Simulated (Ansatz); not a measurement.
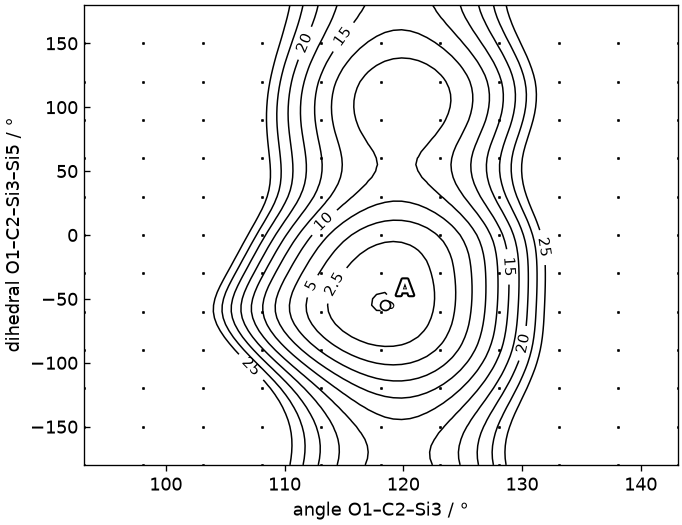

CH5FOSi2, SMILES O=C[SiH](F)[SiH3]. The first coordinate is: angle O1–C2–Si3; the second: dihedral O1–C2–Si3–Si5. Nothing is relaxed (all other coordinates rigid). The scan uses an 11 × 12 grid. Points are written as (first, second). Energies are in kJ/mol, from the lowest grid point. These are results of RKS PBE0-D4/def2-SVP (Ansatz 0.2.0), not measurements.

Drawn: contour lines labelled in kJ/mol (none above 25), dots at the grid points, the point A. Between grid points the surface is interpolated.

Find the lowest pass out of the well at A.

The easiest path leads from the well at (118.1°, −60°) to the well at about (120°, 105°), about 7.8 kJ/mol higher. Its highest point lies about 9.7 kJ/mol above the bottom of the first well on the interpolated surface, at about (119°, 55°). Seen from the upper well the barrier is about 1.9 kJ/mol. The start is the relaxed structure and all else is held, so a fully relaxed path at this level can only be lower.

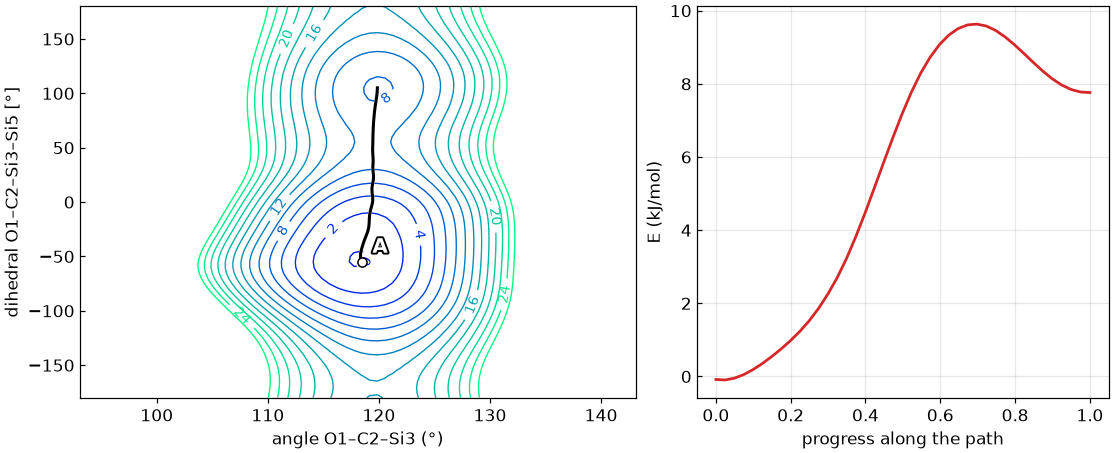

In the figure: contour lines labelled in kJ/mol (none above 26), a line along the lowest path, the energy along the path at the right. Between grid points the surface is interpolated.
